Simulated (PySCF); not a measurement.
# Si8Me8 cubane (C₈H₂₄Si₈): geometry, NMR shifts

What NMR shifts should Si8Me8 cubane (C₈H₂₄Si₈) show?

Programs: PySCF 2.14.0, with density-fitted response routines of our own. Each step states its level of theory. These are calculated values for one molecule in the gas phase, unless marked as measured. Atoms are numbered from 0 throughout.

### 1 Starting geometry

40 atoms, charge 0, multiplicity 1; geometry from: GFN2-xTB. The atoms were then displaced at random by about 0.03 Å, so the start is not that level's minimum.

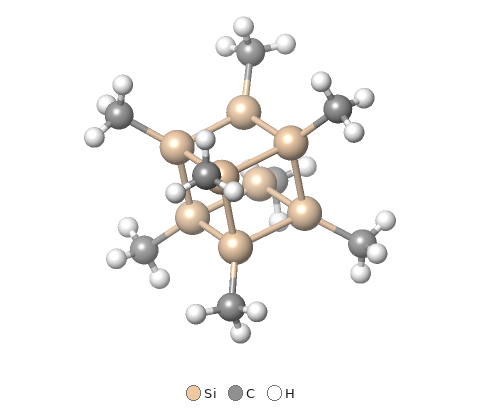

The starting geometry (silicon light orange, carbon grey, hydrogen white); sticks join atoms by distance.

### 2 Optimising the geometry at PBE0-D3(BJ)/def2-SVP

Job settings and geometry (Å):

```
{"job": {"xc": "PBE0", "basis": "def2-SVP", "d3": "d3bj", "grid": 1, "maxiter": 40, "shake": 0.03, "kind": "geom"}, "charge": 0, "multiplicity": 1}
Si     1.462910     1.453300     0.140330
C      2.673070     2.929200     0.236690
Si    -1.001560     1.746850     0.569860
C     -1.707210     3.377890     1.136590
Si    -1.466120     0.490040    -1.422620
C     -2.813890     0.994480    -2.678920
Si     0.915050     0.279030    -1.857930
C      1.751530     0.559700    -3.586120
Si     0.936740    -1.739640    -0.537090
C      1.798990    -3.379480    -1.121260
Si     1.433590    -0.520060     1.418540
C      2.822120    -0.975660     2.693980
Si    -0.968940    -0.255770     1.830980
C     -1.754920    -0.538420     3.591920
Si    -1.414310    -1.563160    -0.126050
C     -2.695190    -2.897650    -0.218860
H      2.443790     3.794110    -0.431840
H      3.655660     2.611380    -0.006660
H      2.736980     3.322760     1.257220
H     -2.947550     3.239400     1.305750
H     -1.447060     3.739060     2.055570
H     -1.661530     4.095120     0.379040
H     -3.769790     1.018000    -2.286440
H     -2.834760     0.287050    -3.518400
H     -2.577020     1.933930    -3.073070
H      1.275060    -0.106890    -4.307580
H      2.767920     0.336160    -3.470710
H      1.558230     1.573010    -3.907140
H      1.688090    -4.181060    -0.440790
H      2.850280    -3.180640    -1.331310
H      1.385000    -3.740150    -2.087130
H      2.857990    -0.296010     3.434750
H      2.612680    -1.919070     3.130750
H      3.796570    -1.018440     2.226460
H     -2.786140    -0.367220     3.496210
H     -1.303460     0.141760     4.324390
H     -1.528610    -1.477510     3.985350
H     -2.396200    -3.822040     0.413420
H     -3.702820    -2.572480    -0.036430
H     -2.717620    -3.307660    -1.288570
```

Started as:

```console
$ OMP_NUM_THREADS=2 python probes_run.py task.json out
```

This one command runs all jobs of the session in turn.

The program printed:

```text
step   0  E = -2633.06398942  max force = 0.100967
step   1  E = -2633.12013998  max force = 0.018793
step   2  E = -2633.12317091  max force = 0.004534
step   3  E = -2633.12376708  max force = 0.001775
step   4  E = -2633.12386570  max force = 0.001786
step   5  E = -2633.12398134  max force = 0.000803
step   6  E = -2633.12402460  max force = 0.000680
step   7  E = -2633.12404527  max force = 0.000451
step   8  E = -2633.12405110  max force = 0.000263
optimisation converged
```

It took 11 min on 2 threads of Intel Xeon 6975P-C, shared host; peak memory 4.3 GiB.

Relaxation path:

```csv
step,energy from step 0 (eV),largest force component (eV/Å)
0,0.0000,5.1919
1,-1.5279,0.9664
2,-1.6104,0.2331
3,-1.6266,0.0913
4,-1.6293,0.0918
5,-1.6325,0.0413
6,-1.6336,0.0350
7,-1.6342,0.0232
8,-1.6344,0.0135
```

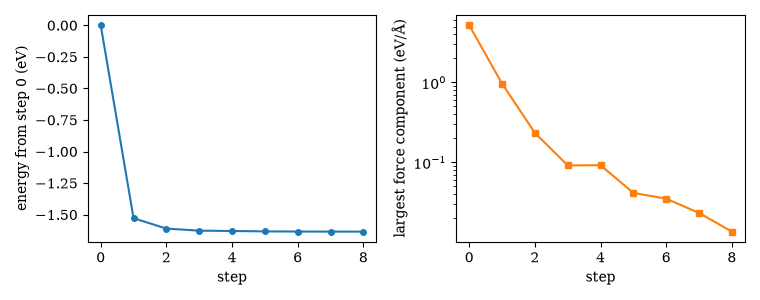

Energy and force, step by step.

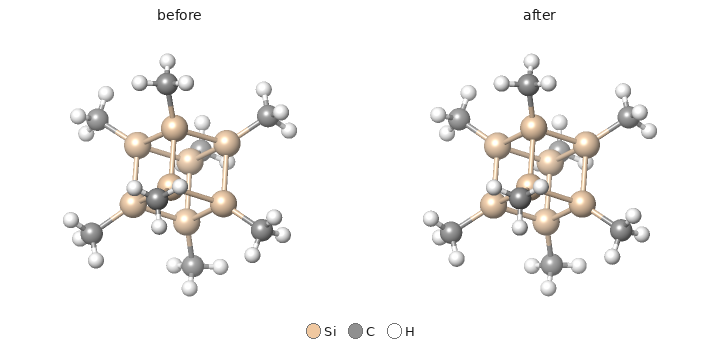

Before and after, at one scale.

Close pairs (by a distance rule), those that changed most:

```csv
bond,before (Å),after (Å),change (Å)
C3–H19,1.259,1.101,-0.159
Si0–Si2,2.519,2.394,-0.125
C11–H31,1.006,1.101,+0.095
C3–H20,1.021,1.101,+0.080
C5–H22,1.034,1.101,+0.067
Si10–Si12,2.452,2.392,-0.060
C15–H37,1.159,1.101,-0.059
C13–H36,1.043,1.101,+0.058
```

The final coordinates are the input of the step that follows.

```csv
at the end point,value
"rotational constants (GHz, main isotopes)","0.257, 0.257, 0.256"
dipole moment (D),0.00
```

### 3 NMR shieldings: PBE0/pcSseg-1

Job settings and geometry (Å):

```
{"job": {"kind": "nmr", "xc": "PBE0", "basis": "pcSseg-1"}, "charge": 0, "multiplicity": 1}
Si     1.384951     1.537612     0.150878
C      2.651194     2.938765     0.289300
Si    -0.959946     1.747089     0.582657
C     -1.829510     3.343586     1.113467
Si    -1.434927     0.513251    -1.411080
C     -2.751618     0.966814    -2.694387
Si     0.908774     0.301305    -1.840617
C      1.748560     0.560995    -3.518383
Si     0.957044    -1.738526    -0.588729
C      1.841360    -3.326858    -1.120461
Si     1.433067    -0.500957     1.402456
C      2.738244    -0.977279     2.689392
Si    -0.910424    -0.291181     1.834737
C     -1.751327    -0.572677     3.508305
Si    -1.386275    -1.525847    -0.158384
C     -2.661043    -2.920244    -0.288089
H      2.390458     3.763818    -0.391026
H      3.656979     2.576709     0.026218
H      2.681650     3.332393     1.316775
H     -2.908328     3.168623     1.245490
H     -1.418093     3.709516     2.066931
H     -1.695773     4.128117     0.352908
H     -3.750541     0.983338    -2.231850
H     -2.760051     0.231126    -3.513101
H     -2.550100     1.960753    -3.122555
H      1.337272    -0.135017    -4.265437
H      2.831742     0.382448    -3.437214
H      1.590780     1.589447    -3.877183
H      1.716734    -4.111355    -0.358367
H      2.917932    -3.141755    -1.255802
H      1.430429    -3.698124    -2.071698
H      2.754708    -0.247325     3.513462
H      2.517571    -1.970715     3.109208
H      3.738924    -1.008475     2.231914
H     -2.837424    -0.414627     3.424034
H     -1.355998     0.123966     4.263236
H     -1.575823    -1.601357     3.858970
H     -2.400420    -3.745767     0.391616
H     -3.663535    -2.553019    -0.019944
H     -2.699666    -3.315345    -1.314765
```

Method: GIAO PBE0/pcSseg-1 NMR shielding, non-relativistic, gas phase.

The program printed:

```text
coarse grid: 36560 points
cycle   1  E = -2633.6517339804  dE =  1.199e+00  |g| = 7.465e-01  |ddm| = 8.039e+00
cycle   2  E = -2633.6158709309  dE =  3.586e-02  |g| = 8.328e-01  |ddm| = 1.738e+00
cycle   3  E = -2633.7924338641  dE = -1.766e-01  |g| = 1.161e-01  |ddm| = 8.192e-01
cycle   4  E = -2633.7965914170  dE = -4.158e-03  |g| = 3.913e-02  |ddm| = 3.010e-01
cycle   5  E = -2633.7971186160  dE = -5.272e-04  |g| = 3.924e-03  |ddm| = 7.618e-02
cycle   6  E = -2633.7971201248  dE = -1.509e-06  |g| = 2.471e-04  |ddm| = 7.256e-03
final grid: 314000 points
cycle   7  E = -2633.8840596312  dE = -5.496e-05  |g| = 1.214e-02  |ddm| = 7.651e-02
cycle   8  E = -2633.8840435448  dE =  1.609e-05  |g| = 1.434e-02  |ddm| = 2.445e-02
cycle   9  E = -2633.8840944457  dE = -5.090e-05  |g| = 2.130e-03  |ddm| = 1.454e-02
cycle  10  E = -2633.8840958394  dE = -1.394e-06  |g| = 4.291e-04  |ddm| = 4.545e-03
cycle  11  E = -2633.8840959042  dE = -6.485e-08  |g| = 3.913e-05  |ddm| = 1.013e-03
cycle  12  E = -2633.8840959046  dE = -3.838e-10  |g| = 8.477e-06  |ddm| = 1.326e-04
converged SCF energy = -2633.8840959046

GIAO shielding tensors (ppm)
atom      isotropic    diamagn.    paramagn.     s11        s22        s33       span
  0 Si     365.532     882.168    -516.636    290.585    402.771    403.241    112.656
  1 C      189.498     254.403     -64.905    184.768    191.754    191.971      7.202
  2 Si     365.677     882.169    -516.492    291.282    402.208    403.541    112.259
  3 C      189.433     254.389     -64.956    184.753    191.589    191.957      7.204
  4 Si     365.369     882.176    -516.807    290.313    402.072    403.722    113.409
  5 C      189.466     254.460     -64.993    184.731    191.775    191.893      7.163
  6 Si     365.521     882.165    -516.644    290.715    401.650    404.200    113.485
  7 C      189.456     254.362     -64.906    184.725    191.741    191.900      7.175
  8 Si     366.568     882.207    -515.639    292.138    402.669    404.898    112.760
  9 C      189.587     254.499     -64.912    184.820    191.822    192.118      7.298
 10 Si     365.362     882.115    -516.754    290.152    401.956    403.977    113.825
 11 C      189.426     254.352     -64.927    184.695    191.738    191.844      7.149
 12 Si     366.370     882.193    -515.823    291.606    402.686    404.818    113.212
 13 C      189.564     254.449     -64.885    184.763    191.852    192.077      7.314
 14 Si     365.885     882.161    -516.275    290.525    402.089    405.042    114.516
 15 C      189.525     254.290     -64.766    184.780    191.685    192.109      7.330
 16 H       30.640      31.658      -1.018     26.054     28.383     37.483     11.429
 17 H       30.628      31.644      -1.015     26.025     28.394     37.466     11.441
 18 H       30.635      31.646      -1.011     26.040     28.376     37.489     11.449
 19 H       30.626      31.638      -1.011     26.017     28.397     37.465     11.448
 20 H       30.628      31.639      -1.011     26.040     28.371     37.473     11.433
 21 H       30.638      31.652      -1.015     26.053     28.382     37.478     11.425
 22 H       30.631      31.676      -1.045     26.041     28.393     37.459     11.419
 23 H       30.635      31.677      -1.042     26.040     28.392     37.473     11.433
 24 H       30.627      31.628      -1.001     26.028     28.367     37.486     11.458
 25 H       30.634      31.655      -1.021     26.040     28.396     37.466     11.426
 26 H       30.637      31.675      -1.038     26.048     28.406     37.458     11.410
 27 H       30.633      31.606      -0.974     26.041     28.362     37.495     11.454
 28 H       30.632      31.679      -1.047     26.019     28.396     37.481     11.462
 29 H       30.644      31.704      -1.059     26.056     28.390     37.486     11.429
 30 H       30.633      31.658      -1.025     26.030     28.375     37.494     11.465
 31 H       30.624      31.607      -0.983     26.032     28.361     37.480     11.448
 32 H       30.636      31.682      -1.046     26.052     28.412     37.444     11.392
 33 H       30.634      31.635      -1.000     26.043     28.382     37.478     11.434
 34 H       30.635      31.684      -1.050     26.039     28.401     37.464     11.424
 35 H       30.629      31.628      -0.999     26.024     28.362     37.501     11.477
 36 H       30.638      31.692      -1.054     26.048     28.390     37.477     11.429
 37 H       30.637      31.650      -1.013     26.047     28.396     37.468     11.422
 38 H       30.647      31.671      -1.024     26.069     28.391     37.482     11.413
 39 H       30.630      31.609      -0.979     26.029     28.371     37.490     11.461
```

Wall time 4 min (2 threads of Intel Xeon 6975P-C, shared host); peak memory 4.4 GiB.

Shifts follow as δ = σ(reference) − σ, with reference shieldings (ppm) from runs at the same level and on the same kind of geometry: ¹H TMS 31.27, ¹³C TMS 184.4, ²⁹Si TMS 352.0. The references are single molecules in the gas phase. Atoms listed in one row are averaged.

```csv
atoms,environment,σ (ppm),δ (ppm)
"C1, C3, C5, C7, C9 and 3 more","carbon bonded to Si, 3 H",189.5,-5.1
"H16, H17, H18, H19, H20 and 19 more",hydrogen on a carbon bonded to Si,30.63,0.63
"Si0, Si2, Si4, Si6, Si8 and 3 more","silicon bonded to C, 3 Si",365.8,-13.8
```

The run also stored atomic charges by several schemes (e):

```csv
atoms,Mulliken,IAO,Hirshfeld,ESP fit
"Si0, Si2, Si4, Si6, Si8 and 3 more",0.18,0.21,0.09,0.15
"C1, C3, C5, C7, C9 and 3 more",-0.61,-0.67,-0.21,-0.61
```

Mulliken charges:

Si0 0.19; C1 -0.61; Si2 0.18; C3 -0.61; Si4 0.19; C5 -0.61; Si6 0.18; C7 -0.61; Si8 0.19; C9 -0.61; Si10 0.18; C11 -0.61; Si12 0.19; C13 -0.61; Si14 0.18; C15 -0.61; H16 0.14; H17 0.14; H18 0.14; H19 0.14; H20 0.14; H21 0.14; H22 0.14; H23 0.14; H24 0.14; H25 0.14; H26 0.14; H27 0.14; H28 0.14; H29 0.14; H30 0.14; H31 0.14; H32 0.14; H33 0.14; H34 0.14; H35 0.14; H36 0.14; H37 0.14; H38 0.14; H39 0.14

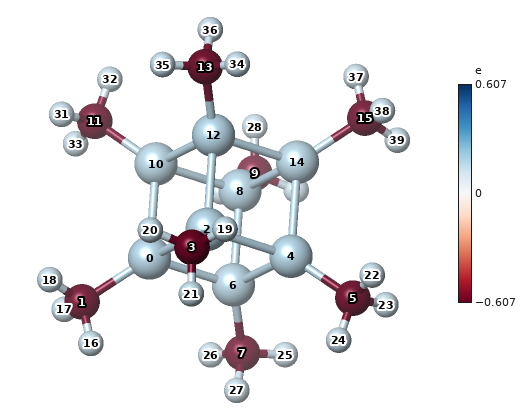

Mulliken charges, as colours on the atoms.

Mayer bond orders: Si0–C1 0.98, Si0–Si2 0.78, Si0–Si6 0.77, Si0–Si10 0.77, Si2–C3 0.98, Si2–Si4 0.77, Si2–Si12 0.77, Si4–C5 0.98, Si4–Si6 0.77, Si4–Si14 0.78, Si6–C7 0.98, Si6–Si8 0.78, Si8–C9 0.98, Si8–Si10 0.78, Si8–Si14 0.77, Si10–C11 0.98, Si10–Si12 0.77, Si12–C13 0.98.

Ring of atoms Si0, Si2, Si4, Si6: NICS(0) 8.1, NICS(1) 5.8, NICS(1)zz 13.1 ppm (means of both faces).

The two faces differ (NICS(1)zz 7.7 and 18.4 ppm).

In rings of three or four atoms NICS is ruled by the nearby σ bonds, so it says little on aromaticity.

Ring of atoms Si0, Si2, Si10, Si12: NICS(0) 8.0, NICS(1) 5.8, NICS(1)zz 13.1 ppm (means of both faces).

The two faces differ (NICS(1)zz 18.4 and 7.7 ppm).

In rings of three or four atoms NICS is ruled by the nearby σ bonds, so it says little on aromaticity.

Ring of atoms Si0, Si6, Si8, Si10: NICS(0) 8.1, NICS(1) 5.8, NICS(1)zz 13.1 ppm (means of both faces).

The two faces differ (NICS(1)zz 7.8 and 18.5 ppm).

In rings of three or four atoms NICS is ruled by the nearby σ bonds, so it says little on aromaticity.

Orbitals, density, ELF and potential are computed afterwards from the orbital file.

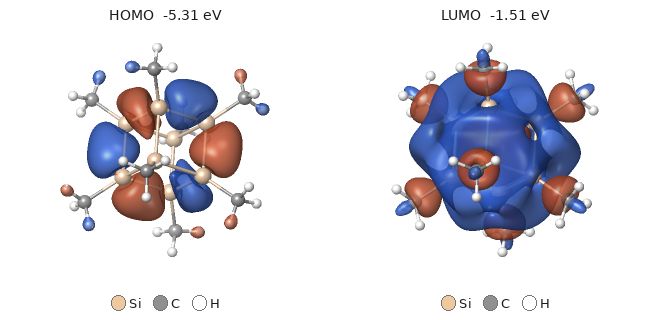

PBE0/pcSseg-1 orbitals near the gap, drawn at the value that encloses 70 % of each; the two colours are the two signs.

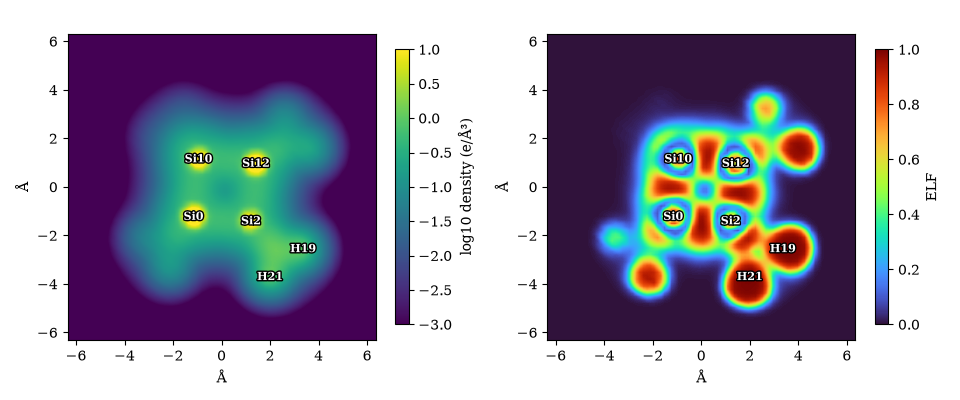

Density (left) and ELF (right) in a plane through or near 6 of the atoms.

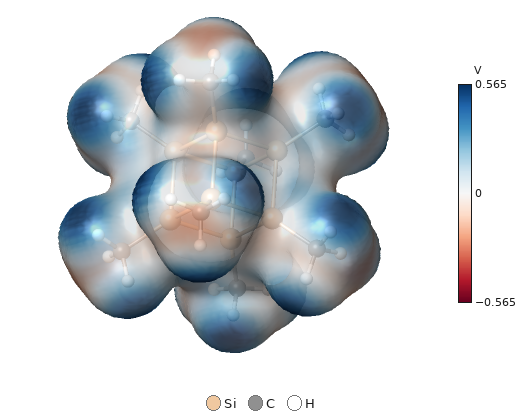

Electrostatic potential on the surface of density 0.002 e/bohr³; red is low, blue high. It runs from -0.21 to 0.56 V.

### 4 Summary of results

| quantity | value |
| --- | --- |
| rotational constants (main isotopes) | 0.26, 0.26, 0.26 GHz |
| ¹³C shifts against TMS (PBE0/pcSseg-1, means over atoms taken as alike) | -5.1 ppm |
| ¹H shifts against TMS (PBE0/pcSseg-1, means over atoms taken as alike) | 0.63 ppm |
| ²⁹Si shifts against TMS (PBE0/pcSseg-1, means over atoms taken as alike) | -13.8 ppm |
| surface potential, least and greatest | -0.21 V and 0.56 V |

**Reading.** The start was shaken at random, so part of the energy gained undoes that. Relaxing lowered the energy by 1.634 eV in 8 steps; the close pair that moved most is C3–H19, from 1.259 to 1.101 Å. At PBE0/pcSseg-1: The largest span, 113 ppm, is at Si0, Si2, Si4, Si6, Si8 and 3 more, where the paramagnetic term is -516 ppm.
